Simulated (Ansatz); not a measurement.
```json
{"atom": "C", "x (Å)": "0.6652", "y (Å)": "-3.3689", "z (Å)": "-0.7373"}
{"atom": "S", "x (Å)": "2.0610", "y (Å)": "-2.1964", "z (Å)": "-0.6613"}
{"atom": "Zn", "x (Å)": "1.0702", "y (Å)": "-0.3371", "z (Å)": "-0.1074"}
{"atom": "C", "x (Å)": "0.2070", "y (Å)": "1.3523", "z (Å)": "0.3977"}
{"atom": "C", "x (Å)": "-0.3581", "y (Å)": "2.0986", "z (Å)": "-0.8064"}
{"atom": "C", "x (Å)": "-0.8594", "y (Å)": "1.1527", "z (Å)": "1.4705"}
{"atom": "H", "x (Å)": "-0.0596", "y (Å)": "-3.0868", "z (Å)": "-1.5001"}
{"atom": "H", "x (Å)": "1.0860", "y (Å)": "-4.3379", "z (Å)": "-1.0060"}
{"atom": "H", "x (Å)": "0.1659", "y (Å)": "-3.4676", "z (Å)": "0.2259"}
{"atom": "H", "x (Å)": "1.0130", "y (Å)": "1.9597", "z (Å)": "0.8286"}
{"atom": "H", "x (Å)": "-1.1559", "y (Å)": "1.5332", "z (Å)": "-1.2978"}
{"atom": "H", "x (Å)": "0.4026", "y (Å)": "2.3124", "z (Å)": "-1.5617"}
{"atom": "H", "x (Å)": "-0.7937", "y (Å)": "3.0591", "z (Å)": "-0.5004"}
{"atom": "H", "x (Å)": "-0.4632", "y (Å)": "0.6791", "z (Å)": "2.3726"}
{"atom": "H", "x (Å)": "-1.2944", "y (Å)": "2.1150", "z (Å)": "1.7714"}
{"atom": "H", "x (Å)": "-1.6868", "y (Å)": "0.5326", "z (Å)": "1.1117"}
```

Geometry: PBE0-D4/def2-TZVP.

These are results of RKS PBE0-D4/def2-TZVPP (Ansatz), not measurements.

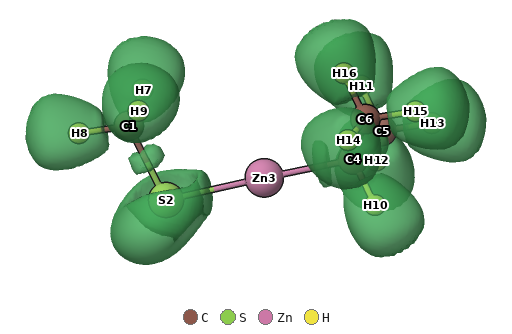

C4H10SZn (SMILES C[S][Zn][CH](C)C). Isosurface of the electron localisation function at 0.8 (green), seen from one side. Core shells and regions of very low density are left out.

**Describe the localisation domains.**

At this value the surface marks out two regions between bonded C–C atoms (shared pairs), one region between bonded C–S atoms (shared pairs), ten regions around hydrogen nuclei, one lobe of the valence shell of C pointing towards Zn (polar bonds) and one region wrapped around S (its valence shell).

Values along the shortest contacts:
C–C (1.53 Å): the ELF peaks at about 0.95 between the atoms (localised, covalent bonding). C–S (1.82 Å): the ELF peaks at about 0.90 between the atoms (a covalent bond).
